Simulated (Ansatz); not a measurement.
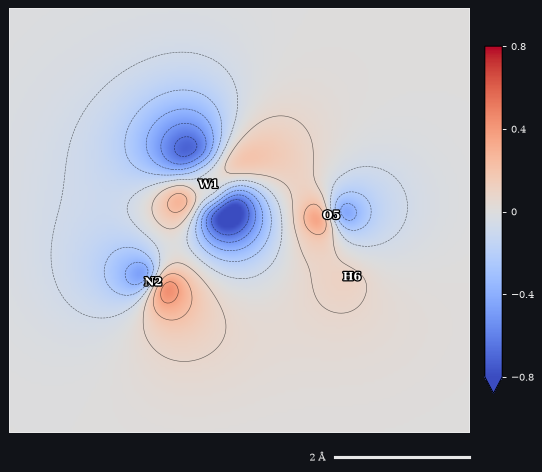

H₃NO₃W. The LUMO on the plane of atoms W1, O5 and H6 (values in Å⁻³ᐟ²; the overall sign is arbitrary).

Geometry: r2SCAN-D4/def2-SVP; core potentials replace the inner electrons of W.

Theory: RKS PBE0-D4/def2-TZVP (Ansatz 0.2.0).

```xyz
8

W    -0.0009   -0.0014   -0.0763
N     0.0220    0.0283    1.5997
O     1.7737    0.4181   -0.6114
H     2.4769    0.5969    0.0270
O    -1.2699    1.3182   -0.5856
H    -1.7530    1.8476    0.0628
O    -0.5274   -1.7673   -0.5410
H    -0.7213   -2.4404    0.1248
```

### Describe this orbital and give its energy.

It lies mainly on W1 (about 60 %), N2 (about 10 %), O3 (about 10 %), O5 (about 10 %) and O7 (about 10 %). It is one of a degenerate set, so its orientation is arbitrary. Its energy is −0.94 eV.
